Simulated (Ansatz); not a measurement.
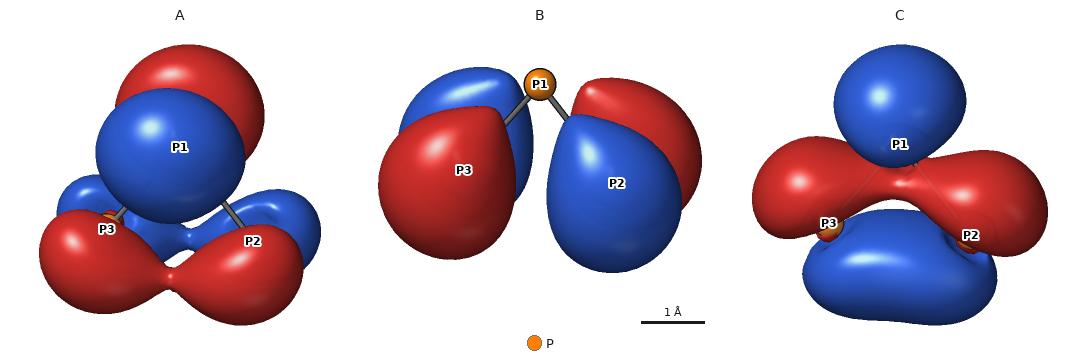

The picture shows: P$_{3}$ (charge +1, triplet). Three frontier orbitals at ±0.1 Å⁻³ᐟ² (red and blue are the two phases), in no order.

Geometry: PBE0-D4/def2-TZVP; ⟨S²⟩ = 2.08, above the pure value of 2.00.

The calculation used UKS PBE0-D4/def2-TZVP in Ansatz 0.2.0.

Which picture is the HOMO−1, the HOMO and the LUMO? All are α orbitals.

Answer. C is the HOMO−1 (α) (−14.17 eV). Its weight (Hirshfeld) is mainly on P1 (about 35 %), P2 (about 35 %) and P3 (about 35 %); it is symmetric in the molecular plane (an in-plane orbital: σ, lone-pair or in-plane π type). B is the HOMO (α) (−12.50 eV). It lies mainly on P2 (about 45 %) and P3 (about 45 %); it changes sign across the molecular plane (π type). A is the LUMO (α) (−9.12 eV). Its weight (Hirshfeld) is mainly on P1 (about 60 %), P2 (about 20 %) and P3 (about 20 %); it changes sign across the molecular plane (π type); π-antibonding (a node) across P1–P2 and P1–P3.

What is the gap between the highest occupied and lowest empty α orbitals?

Answer. 3.38 eV between the orbital energies.
